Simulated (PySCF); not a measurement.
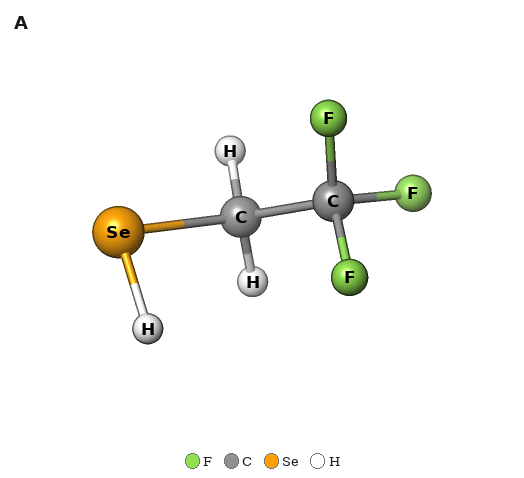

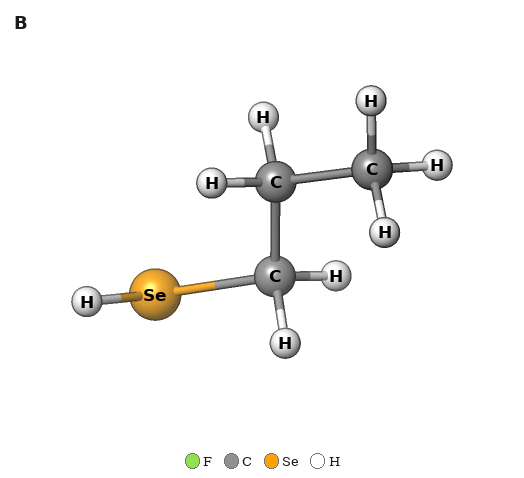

Two related species, optimised with PBE0-D3(BJ)/def2-SVP; properties computed with PySCF 2.14.0. Both: charge 0, singlet.

What are A and B?

Answer. A is C2H3F3Se (FC(F)(F)C[SeH]), B is C3H8Se (CCC[SeH]).

Compare them. With PBE0/def2-SVPD: dipole moment (D), HOMO–LUMO gap (eV), HOMO energy (Kohn–Sham orbital) (eV), lowest vertical singlet excitation (eV), mean static polarisability (bohr³). With PBE0-D3(BJ)/def2-SVP: mean Se–C length (Å), mean Se–H length (Å).

```
                               quantity      A      B
                      dipole moment (D)   1.74   1.67
                     HOMO–LUMO gap (eV)   6.65   6.38
   HOMO energy (Kohn–Sham orbital) (eV)  −7.15  −6.47
lowest vertical singlet excitation (eV)   5.00   4.84
     mean static polarisability (bohr³)   55.4   68.6
                   mean Se–C length (Å)  1.946  1.955
                   mean Se–H length (Å)  1.471  1.472
```

Each is one conformer, and no frequency run is at hand to confirm it as a minimum.
